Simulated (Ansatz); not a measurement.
**SiH₄O + HBr: a complex and its separated parts, part 1 of 2**

Aim: how far the complex at one end of a reaction step lies below its separated, relaxed parts, level by level.

Program: Ansatz 0.2.0, Gaussian basis. Level of theory: PBE0-D4/def2-TZVP structures, single points in def2-TZVPP, no counterpoise correction. These are calculated values, not measurements.

Levels: SPW92, PBE-D4, BLYP-D4, r2SCAN-D4, B97M-V, PBE0-D4, B3LYP-D4, r2SCAN0-D4, BHLYP-D4, CAM-B3LYP-D4, wB97X-V, wB97M-V, B2PLYP, PBE-QIDH, RPA on PBE, Hartree-Fock, MP2, CCSD, CCSD(T).

Cores are frozen in the correlated methods. Filled d shells of the heavier atoms are correlated. B3LYP uses VWN-RPA correlation. B2PLYP carries no dispersion term here.

94 further runs of the same task are left out: 94 set aside as unsound or not needed. Runs told in other sessions of the task aren't counted.

**1. Starting geometry**

The complex: 8 atoms, charge 0, spin multiplicity 1.

Atoms are counted from 1 here; the program's logs count them from 0.

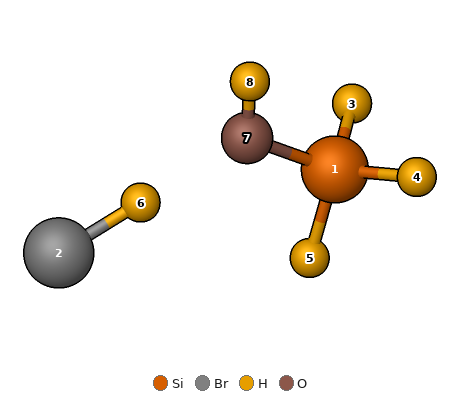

As it starts; silicon orange, bromine grey, hydrogen amber, oxygen brown; atoms are numbered from 1 in the order of the file.

Coordinates:

```mol
BrH5OSi
  3D, bonds by distance, orders not assigned

  8  6  0  0  0  0  0  0  0  0999 V2000
   -0.6934    0.9182   -0.2176 Si  0  0
    2.3864   -2.3470   -0.4705 Br  0  0
   -2.1464    0.7078   -0.4446 H   0  0
   -0.5051    2.1806    0.5427 H   0  0
    0.0364    0.9659   -1.5022 H   0  0
    1.3316   -1.4889    0.0049 H   0  0
   -0.0363   -0.3663    0.6066 O   0  0
   -0.3734   -0.5703    1.4806 H   0  0
  1  3  8  0
  1  4  8  0
  1  5  8  0
  1  7  8  0
  2  6  8  0
  7  8  8  0
M  END
```

Its parts: SiH₄O holds atoms 1, 3, 4, 5, 7, 8; HBr holds atoms 2, 6. Each part counts its atoms afresh in its own runs.

**2. Relaxing SiH₄O alone**

relax-a/in.yaml reads:

```yaml
crystal:
  periodic: [false, false, false]
  atoms:
    - {symbol: Si, position_ang: [-0.693364, 0.918182, -0.217588]}
    - {symbol: H, position_ang: [-2.146432, 0.707791, -0.444603]}
    - {symbol: H, position_ang: [-0.505054, 2.180620, 0.542716]}
    - {symbol: H, position_ang: [0.036432, 0.965855, -1.502181]}
    - {symbol: O, position_ang: [-0.036254, -0.366347, 0.606648]}
    - {symbol: H, position_ang: [-0.373392, -0.570299, 1.480558]}
basis:
  gaussian: {orbitals: def2-TZVP}
hamiltonian: {xc: pbe0, dispersion: d4}
relax: {f_tol: 0.005, max_steps: 200}
```

On the command line:

```bash
$ ansatz run in.yaml --threads 4 --pin off --events-out ev --progress --plain --max-ram 9574MiB
```

Output (excerpt; [...] marks lines left out):

```text
Functional definition: PBE0
  name "PBE0"
  cite "Adamo & Barone, J. Chem. Phys. 110, 6158 (1999) doi:10.1063/1.478522"
  cite "Perdew, Burke & Ernzerhof, Phys. Rev. Lett. 77, 3865 (1996) doi:10.1103/PhysRevLett.77.3865"
  parent pbe
[...]
595 factors; their error is unknown
[...]
mean field -9986.22755312 eV, -366.9870936691 hartree, gradient 4.2e-5 eV, S^2 0.000000; 0 other end points of the search recorded, 0 dependent functions left out
[...]
reference -9986.22757860 eV, -366.9870946055 hartree; 13, 13 occupied and 79, 79 virtual orbitals, 595 factors
[...]
reference -9986.23330833 eV, -366.9873051690 hartree; 13, 13 occupied and 79, 79 virtual orbitals, 595 factors
Total energy: -9986.28630726 eV, -366.9892528437 hartree
Atom 0 at    -0.687144     0.904836    -0.207683 Å, force    -0.001612     0.001945    -0.000064 eV/Å
Atom 1 at    -2.144351     0.714907    -0.447506 Å, force     0.000244    -0.000551     0.000455 eV/Å
Atom 2 at    -0.509135     2.182618     0.535724 Å, force     0.000267    -0.000484     0.000265 eV/Å
Atom 3 at     0.030713     0.971106    -1.500772 Å, force    -0.000294     0.000289    -0.000038 eV/Å
Atom 4 at    -0.033126    -0.369290     0.606943 Å, force     0.004879    -0.003973    -0.001601 eV/Å
Atom 5 at    -0.375021    -0.568376     1.478844 Å, force    -0.003485     0.002774     0.000983 eV/Å
Dipole moment:    -0.161467     0.027079     0.230138 e Å
```

It took 2.4 s on 4 threads of Arm Neoverse V2, shared host.

Along the way:

```tsv
step	energy from step 1 (eV)	largest force component (eV/Å)
1	0.0000	0.4719
2	-0.0045	0.2246
3	-0.0058	0.0358
4	-0.0058	0.0049
```

Distances of close pairs at the start and the end, largest changes first:

```tsv
bond	before (Å)	after (Å)	change (Å)
Si1–O5	1.662	1.648	-0.014
Si1–H2	1.486	1.489	+0.003
Si1–H3	1.486	1.489	+0.003
Si1–H4	1.478	1.480	+0.002
O5–H6	0.959	0.957	-0.001
```

**3. Relaxing HBr alone**

relax-b/in.yaml reads:

```yaml
crystal:
  periodic: [false, false, false]
  atoms:
    - {symbol: Br, position_ang: [2.386442, -2.347044, -0.470479]}
    - {symbol: H, position_ang: [1.331623, -1.488859, 0.004930]}
basis:
  gaussian: {orbitals: def2-TZVP}
hamiltonian: {xc: pbe0, dispersion: d4}
relax: {f_tol: 0.005, max_steps: 200}
```

On the command line:

```bash
$ ansatz run in.yaml --threads 4 --pin off --events-out ev --progress --plain --max-ram 9574MiB
```

Output (excerpt; [...] marks lines left out):

```text
[... 5 set-up lines as earlier in the session ...]
[...]
457 factors; their error is unknown
[...]
mean field -70054.56774433 eV, -2574.4578799127 hartree, gradient 1.3e-5 eV, S^2 0.000000; 0 other end points of the search recorded, 0 dependent functions left out
[...]
reference -70054.57279942 eV, -2574.4580656836 hartree; 18, 18 occupied and 36, 36 virtual orbitals, 457 factors
Total energy: -70054.57831872 eV, -2574.4582685143 hartree
Atom 0 at     2.379106    -2.341075    -0.467172 Å, force     0.000995    -0.000810    -0.000449 eV/Å
Atom 1 at     1.338959    -1.494828     0.001623 Å, force    -0.000995     0.000810     0.000449 eV/Å
Dipole moment:    -0.145228     0.118155     0.065454 e Å
```

It took 0.9 s on 4 threads of Arm Neoverse V2, shared host.

Step by step:

```tsv
step	energy from step 1 (eV)	largest force component (eV/Å)
1	0.0000	0.3625
2	-0.0049	0.0594
3	-0.0050	0.0010
```

The bond:

```tsv
bond	before (Å)	after (Å)	change (Å)
Br1–H2	1.441	1.420	-0.020
```

**4. SPW92/def2-TZVPP**

parta/in.yaml reads:

```yaml
crystal:
  periodic: [false, false, false]
  atoms:
    - {symbol: Si, position_ang: [-0.687144, 0.904836, -0.207683]}
    - {symbol: H, position_ang: [-2.144351, 0.714907, -0.447506]}
    - {symbol: H, position_ang: [-0.509135, 2.182618, 0.535724]}
    - {symbol: H, position_ang: [0.030713, 0.971106, -1.500772]}
    - {symbol: O, position_ang: [-0.033126, -0.369290, 0.606943]}
    - {symbol: H, position_ang: [-0.375021, -0.568376, 1.478844]}
basis:
  gaussian: {orbitals: def2-TZVPP}
hamiltonian: {xc: lda}
```

partb/in.yaml reads:

```yaml
crystal:
  periodic: [false, false, false]
  atoms:
    - {symbol: Br, position_ang: [2.379106, -2.341075, -0.467172]}
    - {symbol: H, position_ang: [1.338959, -1.494828, 0.001623]}
basis:
  gaussian: {orbitals: def2-TZVPP}
hamiltonian: {xc: lda}
```

The same command starts each run, in its folder.

On the command line:

```bash
$ ansatz run in.yaml --threads 4 --pin off --events-out ev --progress --plain --max-ram 9574MiB
```

Output in parta (excerpt; [...] marks lines left out):

```text
Functional definition: SPW92
  name "SPW92"
  cite "Dirac, Proc. Camb. Phil. Soc. 26, 376 (1930) doi:10.1017/S0305004100016108"
  cite "Slater, Phys. Rev. 81, 385 (1951) doi:10.1103/PhysRev.81.385"
  cite "Perdew & Wang, Phys. Rev. B 45, 13244 (1992) doi:10.1103/PhysRevB.45.13244"
[...]
675 factors; their error is unknown
[...]
mean field -9944.57257518 eV, -365.4563014645 hartree, gradient 2.9e-5 eV, S^2 0.000000; 0 other end points of the search recorded, 0 dependent functions left out
reference -9944.57260652 eV, -365.4563026163 hartree; 13, 13 occupied and 116, 116 virtual orbitals, 675 factors
Total energy: -9944.57260652 eV, -365.4563026163 hartree
```

partb printed (excerpt; [...] marks lines left out):

```text
[... 5 set-up lines as earlier in the session ...]
[...]
435 factors; their error is unknown
[...]
mean field -69965.45701575 eV, -2571.1831210388 hartree, gradient 6.0e-6 eV, S^2 0.000000; 0 other end points of the search recorded, 0 dependent functions left out
reference -69965.45703680 eV, -2571.1831218123 hartree; 18, 18 occupied and 44, 44 virtual orbitals, 435 factors
Total energy: -69965.45703680 eV, -2571.1831218123 hartree
```

They took 0.35 s (parta), 0.15 s (partb) on 4 threads of Arm Neoverse V2, shared host.

**5. PBE-D4/def2-TZVPP**

Each input of step 4 (parta, partb) changes in the same lines:

```diff
-hamiltonian: {xc: lda}
+hamiltonian: {xc: pbe, dispersion: d4}
```

One command serves all of them, each in its own folder.

On the command line:

```bash
$ ansatz run in.yaml --threads 4 --pin off --events-out ev --progress --plain --max-ram 9574MiB
```

parta printed (excerpt; [...] marks lines left out):

```text
Functional definition: PBE
  name "PBE"
[... 2 set-up lines as earlier in the session ...]
[...]
675 factors; their error is unknown
[...]
mean field -9985.38601523 eV, -366.9561677218 hartree, gradient 4.1e-5 eV, S^2 0.000000; 0 other end points of the search recorded, 0 dependent functions left out
reference -9985.38604876 eV, -366.9561689542 hartree; 13, 13 occupied and 116, 116 virtual orbitals, 675 factors
Total energy: -9985.45053704 eV, -366.9585388546 hartree
```

Log of partb (excerpt; [...] marks lines left out):

```text
[... 4 set-up lines as earlier in the session ...]
[...]
435 factors; their error is unknown
[...]
mean field -70052.13666880 eV, -2574.3685395347 hartree, gradient 1.9e-5 eV, S^2 0.000000; 0 other end points of the search recorded, 0 dependent functions left out
reference -70052.13669146 eV, -2574.3685403674 hartree; 18, 18 occupied and 44, 44 virtual orbitals, 435 factors
Total energy: -70052.14347650 eV, -2574.3687897132 hartree
```

They took 0.5 s (parta), 0.2 s (partb) on 4 threads of Arm Neoverse V2, shared host.

**6. BLYP-D4/def2-TZVPP**

The same edit goes into each in.yaml of step 5 (parta, partb):

```diff
-hamiltonian: {xc: pbe, dispersion: d4}
+hamiltonian: {xc: {name: BLYP}, dispersion: d4}
```

One command serves all of them, each in its own folder.

On the command line:

```bash
$ ansatz run in.yaml --threads 4 --pin off --events-out ev --progress --plain --max-ram 9574MiB
```

parta printed (excerpt; [...] marks lines left out):

```text
Functional definition: BLYP
  name "BLYP"
  cite "Becke, Phys. Rev. A 38, 3098 (1988) doi:10.1103/PhysRevA.38.3098"
  cite "Lee, Yang & Parr, Phys. Rev. B 37, 785 (1988) doi:10.1103/PhysRevB.37.785"
[...]
675 factors; their error is unknown
[...]
mean field -9991.38834264 eV, -367.1767491859 hartree, gradient 3.1e-5 eV, S^2 0.000000; 0 other end points of the search recorded, 0 dependent functions left out
reference -9991.38862447 eV, -367.1767595430 hartree; 13, 13 occupied and 116, 116 virtual orbitals, 675 factors
Total energy: -9991.53673326 eV, -367.1822024405 hartree
```

partb printed (excerpt; [...] marks lines left out):

```text
[... 4 set-up lines as earlier in the session ...]
[...]
435 factors; their error is unknown
[...]
mean field -70063.39682613 eV, -2574.7823426840 hartree, gradient 8.4e-5 eV, S^2 0.000000; 0 other end points of the search recorded, 0 dependent functions left out
reference -70063.39703450 eV, -2574.7823503416 hartree; 18, 18 occupied and 44, 44 virtual orbitals, 435 factors
Total energy: -70063.41300637 eV, -2574.7829372970 hartree
```

Wall times: 0.5 s (parta), 0.2 s (partb) on 4 threads of Arm Neoverse V2, shared host.

**7. r2SCAN-D4/def2-TZVPP**

Each input of step 6 (parta, partb) changes in the same lines:

```diff
-hamiltonian: {xc: {name: BLYP}, dispersion: d4}
+hamiltonian: {xc: r2scan, dispersion: d4}
```

Each run has its own folder and the same command.

On the command line:

```bash
$ ansatz run in.yaml --threads 4 --pin off --events-out ev --progress --plain --max-ram 9574MiB
```

Log of parta (excerpt; [...] marks lines left out):

```text
Functional definition: r2SCAN
  name "r2SCAN"
  cite "Furness, Kaplan, Ning, Perdew & Sun, J. Phys. Chem. Lett. 11, 8208 (2020) doi:10.1021/acs.jpclett.0c02405"
  cite "Furness, Kaplan, Ning, Perdew & Sun, J. Phys. Chem. Lett. 11, 9248 (2020) doi:10.1021/acs.jpclett.0c03077"
  parent r2scan
[...]
675 factors; their error is unknown
[...]
mean field -9990.14276268 eV, -367.1309749666 hartree, gradient 2.4e-5 eV, S^2 0.000000; 0 other end points of the search recorded, 0 dependent functions left out
reference -9990.14277310 eV, -367.1309753493 hartree; 13, 13 occupied and 116, 116 virtual orbitals, 675 factors
Total energy: -9990.15740737 eV, -367.1315131490 hartree
```

Output in partb (excerpt; [...] marks lines left out):

```text
[... 5 set-up lines as earlier in the session ...]
[...]
435 factors; their error is unknown
[...]
mean field -70062.28305460 eV, -2574.7414123353 hartree, gradient 2.3e-5 eV, S^2 0.000000; 0 other end points of the search recorded, 0 dependent functions left out
reference -70062.28306070 eV, -2574.7414125597 hartree; 18, 18 occupied and 44, 44 virtual orbitals, 435 factors
Total energy: -70062.28451979 eV, -2574.7414661802 hartree
```

Wall times: 1.1 s (parta), 0.5 s (partb) on 4 threads of Arm Neoverse V2, shared host.

**8. B97M-V/def2-TZVPP**

The same edit goes into each in.yaml of step 7 (parta, partb):

```diff
-hamiltonian: {xc: r2scan, dispersion: d4}
+hamiltonian: {xc: {name: B97M-V}}
```

One command serves all of them, each in its own folder.

On the command line:

```bash
$ ansatz run in.yaml --threads 4 --pin off --events-out ev --progress --plain --max-ram 9574MiB
```

parta printed (excerpt; [...] marks lines left out):

```text
Functional definition: B97M-V
  name "B97M-V"
  cite "Mardirossian & Head-Gordon, J. Chem. Phys. 142, 074111 (2015) doi:10.1063/1.4907719"
  cite "Becke, J. Chem. Phys. 107, 8554 (1997) doi:10.1063/1.475007"
  cite "Vydrov & Van Voorhis, J. Chem. Phys. 133, 244103 (2010) doi:10.1063/1.3521275"
  # Of w^i u^j: cxij and so on, Table III.
[...]
  gx(w, u) = cx00 + cx01*u + cx02*u^2 + (cx10 + cx11*u)*w
[...]
  gos(w, u) = cos00 + cos01*u + cos03*u^3 + cos10*w + cos32*w^3*u^2
[...]
      + integral(e_c_pw_mod_opposite_spin*gos(b97_w_opposite, b97_u_opposite)) + vv10(b, c)
675 factors; their error is unknown
[...]
mean field -9989.26359562 eV, -367.0986661731 hartree, gradient 7.0e-5 eV, S^2 0.000000; 0 other end points of the search recorded, 0 dependent functions left out
reference -9989.26364780 eV, -367.0986680905 hartree; 13, 13 occupied and 116, 116 virtual orbitals, 675 factors
Total energy: -9989.26364780 eV, -367.0986680905 hartree
```

Output in partb (excerpt; [...] marks lines left out):

```text
[... 5 set-up lines as earlier in the session ...]
  # Of w^i u^j: cxij and so on, Table III.
[...]
  gx(w, u) = cx00 + cx01*u + cx02*u^2 + (cx10 + cx11*u)*w
[...]
  gos(w, u) = cos00 + cos01*u + cos03*u^3 + cos10*w + cos32*w^3*u^2
[...]
      + integral(e_c_pw_mod_opposite_spin*gos(b97_w_opposite, b97_u_opposite)) + vv10(b, c)
435 factors; their error is unknown
[...]
mean field -70050.13093432 eV, -2574.2948301522 hartree, gradient 1.6e-5 eV, S^2 0.000000; 0 other end points of the search recorded, 0 dependent functions left out
reference -70050.13096617 eV, -2574.2948313226 hartree; 18, 18 occupied and 44, 44 virtual orbitals, 435 factors
Total energy: -70050.13096617 eV, -2574.2948313226 hartree
```

Wall times: 1.9 s (parta), 0.7 s (partb) on 4 threads of Arm Neoverse V2, shared host.

**9. PBE0-D4/def2-TZVPP**

The same edit goes into each in.yaml of step 8 (parta, partb):

```diff
-hamiltonian: {xc: {name: B97M-V}}
+hamiltonian: {xc: pbe0, dispersion: d4}
+output: {orbitals: {seedname: orbitals}}
```

One command serves all of them, each in its own folder.

On the command line:

```bash
$ ansatz run in.yaml --threads 4 --pin off --events-out ev --progress --plain --max-ram 9574MiB
```

Log of parta (excerpt; [...] marks lines left out):

```text
[... 5 set-up lines as earlier in the session ...]
[...]
678 factors; their error is unknown
[...]
mean field -9986.29144730 eV, -366.9894417368 hartree, gradient 1.5e-5 eV, S^2 0.000000; 0 other end points of the search recorded, 0 dependent functions left out
reference -9986.29147240 eV, -366.9894426591 hartree; 13, 13 occupied and 116, 116 virtual orbitals, 678 factors
Total energy: -9986.34447133 eV, -366.9913903339 hartree
```

Output in partb (excerpt; [...] marks lines left out):

```text
[... 5 set-up lines as earlier in the session ...]
[...]
472 factors; their error is unknown
[...]
mean field -70054.59430869 eV, -2574.4588561349 hartree, gradient 7.1e-6 eV, S^2 0.000000; 0 other end points of the search recorded, 0 dependent functions left out
reference -70054.59432595 eV, -2574.4588567692 hartree; 18, 18 occupied and 44, 44 virtual orbitals, 472 factors
Total energy: -70054.59984525 eV, -2574.4590595998 hartree
```

Times: 0.55 s (parta), 0.25 s (partb) on 4 threads of Arm Neoverse V2, shared host.

**10. B3LYP-D4/def2-TZVPP**

The same edit goes into each in.yaml of step 9 (parta, partb):

```diff
-hamiltonian: {xc: pbe0, dispersion: d4}
-output: {orbitals: {seedname: orbitals}}
+hamiltonian: {xc: {name: B3LYP}, dispersion: d4}
```

One command serves all of them, each in its own folder.

On the command line:

```bash
$ ansatz run in.yaml --threads 4 --pin off --events-out ev --progress --plain --max-ram 9574MiB
```

Output in parta (excerpt; [...] marks lines left out):

```text
Functional definition: B3LYP
  name "B3LYP"
  cite "Stephens, Devlin, Chabalowski & Frisch, J. Phys. Chem. 98, 11623 (1994) doi:10.1021/j100096a001"
[... 2 set-up lines as earlier in the session ...]
  cite "Vosko, Wilk & Nusair, Can. J. Phys. 58, 1200 (1980) doi:10.1139/p80-159"
[...]
678 factors; their error is unknown
[...]
mean field -9992.74283225 eV, -367.2265257609 hartree, gradient 2.0e-5 eV, S^2 0.000000; 0 other end points of the search recorded, 0 dependent functions left out
reference -9992.74304209 eV, -367.2265334721 hartree; 13, 13 occupied and 116, 116 virtual orbitals, 678 factors
Total energy: -9992.84773086 eV, -367.2303807135 hartree
```

partb printed (excerpt; [...] marks lines left out):

```text
[... 6 set-up lines as earlier in the session ...]
[...]
472 factors; their error is unknown
[...]
mean field -70063.59659290 eV, -2574.7896839776 hartree, gradient 6.2e-6 eV, S^2 0.000000; 0 other end points of the search recorded, 0 dependent functions left out
reference -70063.59675009 eV, -2574.7896897541 hartree; 18, 18 occupied and 44, 44 virtual orbitals, 472 factors
Total energy: -70063.60788347 eV, -2574.7900988985 hartree
```

Times: 0.6 s (parta), 0.25 s (partb) on 4 threads of Arm Neoverse V2, shared host.

**11. r2SCAN0-D4/def2-TZVPP**

Each input of step 10 (parta, partb) changes in the same lines:

```diff
-hamiltonian: {xc: {name: B3LYP}, dispersion: d4}
+hamiltonian: {xc: {name: r2SCAN0}, dispersion: d4}
```

Each run has its own folder and the same command.

On the command line:

```bash
$ ansatz run in.yaml --threads 4 --pin off --events-out ev --progress --plain --max-ram 9574MiB
```

Output in parta (excerpt; [...] marks lines left out):

```text
Functional definition: r2SCAN0
  name "r2SCAN0"
  cite "Bursch, Neugebauer, Ehlert & Grimme, J. Chem. Phys. 156, 134105 (2022) doi:10.1063/5.0086040"
[... 3 set-up lines as earlier in the session ...]
[...]
678 factors; their error is unknown
[...]
mean field -9989.76155179 eV, -367.1169657247 hartree, gradient 1.4e-5 eV, S^2 0.000000; 0 other end points of the search recorded, 0 dependent functions left out
reference -9989.76156007 eV, -367.1169660289 hartree; 13, 13 occupied and 116, 116 virtual orbitals, 678 factors
Total energy: -9989.77858797 eV, -367.1175917927 hartree
```

Output in partb (excerpt; [...] marks lines left out):

```text
[... 6 set-up lines as earlier in the session ...]
[...]
472 factors; their error is unknown
[...]
mean field -70062.25259979 eV, -2574.7402931416 hartree, gradient 7.3e-6 eV, S^2 0.000000; 0 other end points of the search recorded, 0 dependent functions left out
reference -70062.25260467 eV, -2574.7402933212 hartree; 18, 18 occupied and 44, 44 virtual orbitals, 472 factors
Total energy: -70062.25431952 eV, -2574.7403563406 hartree
```

Wall times: 1.2 s (parta), 0.55 s (partb) on 4 threads of Arm Neoverse V2, shared host.

**12. BHLYP-D4/def2-TZVPP**

Each input of step 11 (parta, partb) changes in the same lines:

```diff
-hamiltonian: {xc: {name: r2SCAN0}, dispersion: d4}
+hamiltonian: {xc: {name: BHLYP}, dispersion: d4}
```

Each run has its own folder and the same command.

On the command line:

```bash
$ ansatz run in.yaml --threads 4 --pin off --events-out ev --progress --plain --max-ram 9574MiB
```

Log of parta (excerpt; [...] marks lines left out):

```text
Functional definition: BHLYP
  name "BHLYP"
  cite "Becke, J. Chem. Phys. 98, 1372 (1993) doi:10.1063/1.464304"
[... 2 set-up lines as earlier in the session ...]
[...]
723 factors; their error is unknown
[...]
mean field -9991.01776336 eV, -367.1631306483 hartree, gradient 3.1e-5 eV, S^2 0.000000; 0 other end points of the search recorded, 0 dependent functions left out
reference -9991.01790501 eV, -367.1631358539 hartree; 13, 13 occupied and 116, 116 virtual orbitals, 723 factors
Total energy: -9991.09269737 eV, -367.1658844225 hartree
```

Log of partb (excerpt; [...] marks lines left out):

```text
[... 5 set-up lines as earlier in the session ...]
[...]
514 factors; their error is unknown
[...]
mean field -70062.48032390 eV, -2574.7486618483 hartree, gradient 8.3e-6 eV, S^2 0.000000; 0 other end points of the search recorded, 0 dependent functions left out
reference -70062.48043175 eV, -2574.7486658118 hartree; 18, 18 occupied and 44, 44 virtual orbitals, 514 factors
Total energy: -70062.48829124 eV, -2574.7489546428 hartree
```

They took 0.6 s (parta), 0.25 s (partb) on 4 threads of Arm Neoverse V2, shared host.

(Continued in part 2 of 2.)
